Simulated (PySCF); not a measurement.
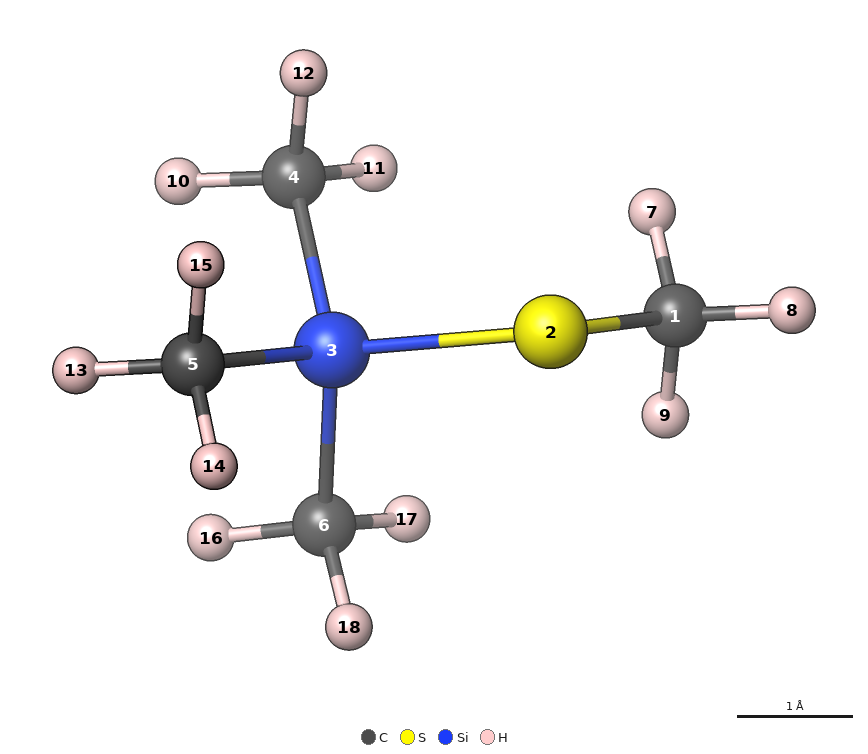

Orthographic view. Distant atoms are faded towards the background colour. The computed structure is the end point of a PBE0-D3(BJ)/def2-TZVP optimisation. No frequency run is at hand to confirm it as a minimum.

Write a MOL file (V2000) with the atoms in numerical order, bonds sorted by atom number with the orders drawn, and coordinates in the frame of the picture: x right, y up, z towards the viewer, origin at the mean position.

```
C4H12SSi
                    3D

 18 17  0  0  0  0  0  0  0  0999 V2000
    2.6100    0.2600   -0.2000 C   0  0  0  0  0  0  0  0  0  0  0  0
    1.5200    0.1100    1.2400 S   0  0  0  0  0  0  0  0  0  0  0  0
   -0.4000   -0.0400    0.2800 Si  0  0  0  0  0  4  0  0  0  0  0  0
   -0.7300    1.4700   -0.7600 C   0  0  0  0  0  0  0  0  0  0  0  0
   -1.6200   -0.1700    1.7000 C   0  0  0  0  0  0  0  0  0  0  0  0
   -0.4600   -1.5800   -0.7900 C   0  0  0  0  0  0  0  0  0  0  0  0
    2.4100    1.1700   -0.7700 H   0  0  0  0  0  0  0  0  0  0  0  0
    3.6300    0.3000    0.1800 H   0  0  0  0  0  0  0  0  0  0  0  0
    2.5200   -0.6100   -0.8600 H   0  0  0  0  0  0  0  0  0  0  0  0
   -1.7400    1.4300   -1.1800 H   0  0  0  0  0  0  0  0  0  0  0  0
   -0.0300    1.5500   -1.5900 H   0  0  0  0  0  0  0  0  0  0  0  0
   -0.6500    2.3800   -0.1600 H   0  0  0  0  0  0  0  0  0  0  0  0
   -2.6400   -0.2200    1.3100 H   0  0  0  0  0  0  0  0  0  0  0  0
   -1.4300   -1.0600    2.2900 H   0  0  0  0  0  0  0  0  0  0  0  0
   -1.5500    0.7000    2.3500 H   0  0  0  0  0  0  0  0  0  0  0  0
   -1.4600   -1.6900   -1.2300 H   0  0  0  0  0  0  0  0  0  0  0  0
    0.2600   -1.5200   -1.6100 H   0  0  0  0  0  0  0  0  0  0  0  0
   -0.2500   -2.4700   -0.2000 H   0  0  0  0  0  0  0  0  0  0  0  0
  1  2  1  0
  1  7  1  0
  1  8  1  0
  1  9  1  0
  2  3  1  0
  3  4  1  0
  3  5  1  0
  3  6  1  0
  4 10  1  0
  4 11  1  0
  4 12  1  0
  5 13  1  0
  5 14  1  0
  5 15  1  0
  6 16  1  0
  6 17  1  0
  6 18  1  0
M  END
```
